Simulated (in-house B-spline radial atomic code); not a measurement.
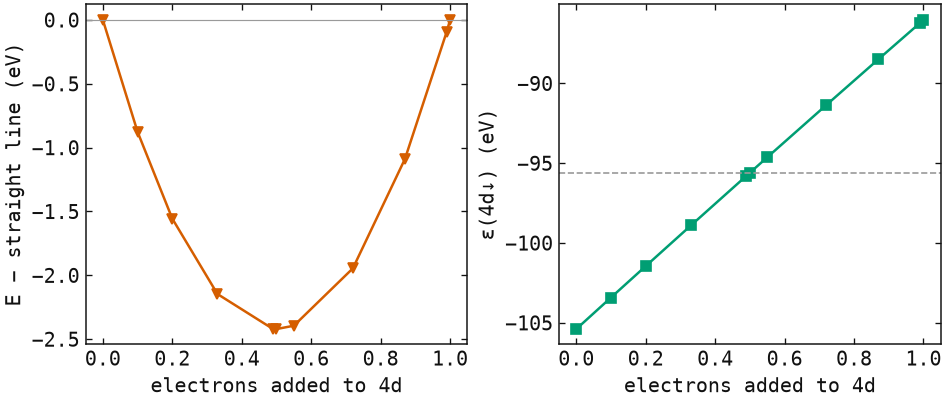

Method: scalar-relativistic (spin-free one-electron X2C) RPBE, spin-polarised, spherical fractional occupations, Fermi nucleus, basis-set limit; computed with an in-house B-spline radial code. The occupation of the 4d shell is varied from Sn⁶⁺ ([Kr] 4d8 (high spin)) to Sn⁵⁺ ([Kr] 4d9 (high spin)), with spherical fractional occupations. The plot shows the total energy less the straight line between the end points, and the eigenvalue of 4d↓ (the dashed line is minus the energy to take the whole electron out).

> What does the shape say about the method?

The curve is convex (below the straight line), with the largest deviation among the points computed, −2.42 eV, at 0.5. The end points differ by 95.6 eV, the energy to take the electron out. The eigenvalue, which is the slope of the energy (Janak's theorem), moves from −105.4 eV at 0 to −86.0 eV at 1; for a straight line it would stay constant, and a parabola would sag by an eighth of this change, scaled to a whole electron, 2.42 eV. Convexity is the mark of the delocalisation error, which puts fractional charges too low; for p, d and f shells the spherical spreading of the fraction adds to it.
